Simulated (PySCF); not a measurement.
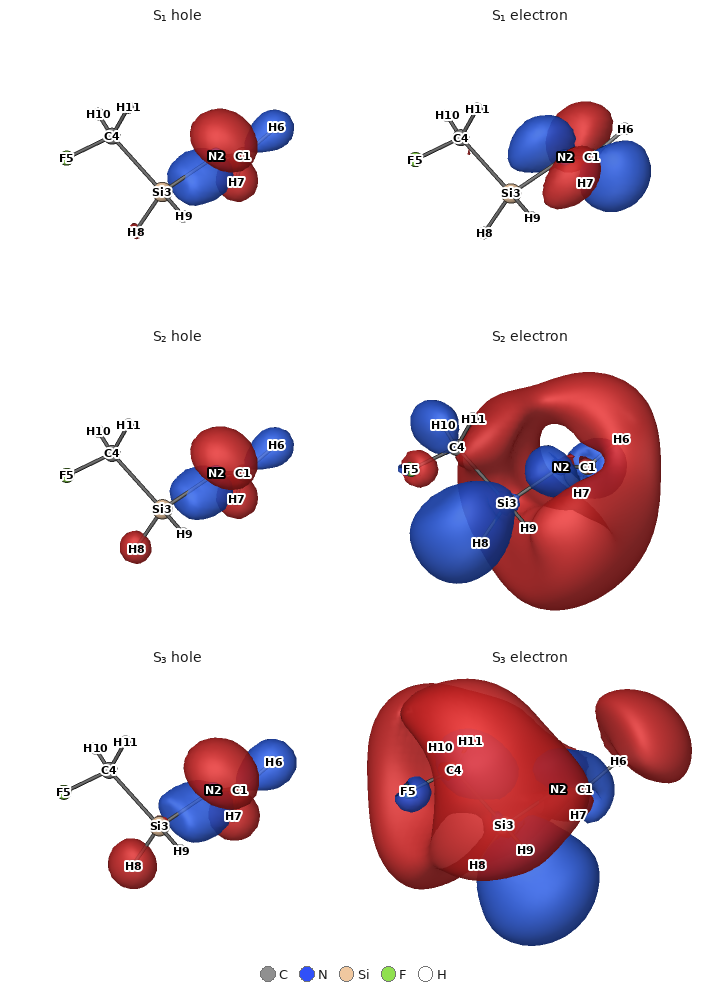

C2H6FNSi, SMILES `C=N[SiH2]CF`. Leading natural transition orbitals (TDA singlet states).

PySCF calculation, BHandHLYP/def2-SVPD, gas phase; geometry: GFN2-xTB. No frequency check shows the geometry to be a minimum.

The calculation's input:

```python
import numpy as np
from pyscf import gto, scf, dft, tdscf
from pyscf.scf import atom_ks, atom_hf
from scipy.linalg import block_diag

def solve(mol, dm0=None, hcore=None):
    mf = (dft.UKS if mol.spin else dft.RKS)(mol, xc='bhandhlyp')
    mf.grids.level = 3
    mf = mf.density_fit(auxbasis='def2-universal-jkfit')
    mf.conv_tol, mf.max_cycle = 1e-8, 80
    if hcore is not None:
        mf.get_hcore = lambda *args: hcore
    mf.kernel(dm0)
    if not mf.converged:
        mf = mf.newton().run(mf.mo_coeff, mf.mo_occ, max_cycle=30)
    assert mf.converged, 'SCF not converged'
    return mf

mol = gto.M(atom='''
C     -2.59228     0.38014     0.21780
N     -1.48919     0.22873    -0.34365
Si    -0.06254    -0.68277    -0.04118
C      1.28286     0.68214    -0.03097
F      2.53026     0.11105     0.12877
H     -3.33224     1.03865    -0.23123
H     -2.89105    -0.10653     1.15027
H      0.05812    -1.46126     1.19661
H      0.06608    -1.51997    -1.22995
H      1.16767     1.39726     0.78757
H      1.31559     1.23647    -0.97115
''', basis='def2-svpd', charge=0, spin=0, verbose=4)
mf = solve(mol)
td = mf.TDA()
td.nstates, td.singlet, td.conv_tol = 6, True, 1e-5
td.kernel()
td.analyze()
x, y = np.array([p[0] for p in td.xy]), np.array([p[1] + 0 * p[0] for p in td.xy])
f, mu = td.oscillator_strength(), td.transition_dipole()
nto = [td.get_nto(state=i + 1, verbose=4) for i in range(len(td.e))]
# spherically averaged free atoms, for the promolecule
atm = atom_ks.get_atm_nrks(mol, xc='bhandhlyp')
pro = block_diag(*[(atm[a[0]][2] * atm[a[0]][3]) @ atm[a[0]][2].T for a in mol._atom])
np.savez('result.npz', e=td.e, f=f, ok=td.converged, w=[n[0] for n in nto], nto=[n[1] for n in nto], x=x, y=y, c=mf.mo_coeff, occ=mf.mo_occ, eps=mf.mo_energy, pro=pro, mu=mu)
```

Command:

```sh
OMP_NUM_THREADS=1 python input.py
```

The run took 10 min on 1 thread of Arm Neoverse V1, on a shared host, peak memory 0.79 GiB.

Describe these excited states.

By state:
- S₁: 4.22 eV (294 nm), f = 0.001 (very weak); the leading pair carries 100 %; hole on N2 (59 %), C1 (13 %) and Si3 (11 %), electron on C1 (44 %), N2 (32 %) and Si3 (7 %); their centroids lie 0.5 Å apart.
- S₂: 6.80 eV (182 nm), f = 0.024, partly diffuse acceptor orbital; the leading pair carries 99 %; hole on N2 (55 %), C1 (12 %) and Si3 (11 %), electron on Si3 (34 %), H7 (13 %) and C1 (13 %) (atom shares of so diffuse an orbital are rough); their centroids lie 0.9 Å apart.
- S₃: 7.54 eV (164 nm), f = 0.016, diffuse (Rydberg-like) orbital; the leading pair carries 92 %; hole on N2 (51 %), Si3 (12 %) and C1 (11 %), electron on Si3 (31 %), H10 (10 %) and C4 (9 %) (atom shares of so diffuse an orbital are rough); their centroids lie 1.1 Å apart; S₄ lies within 0.1 eV of it.
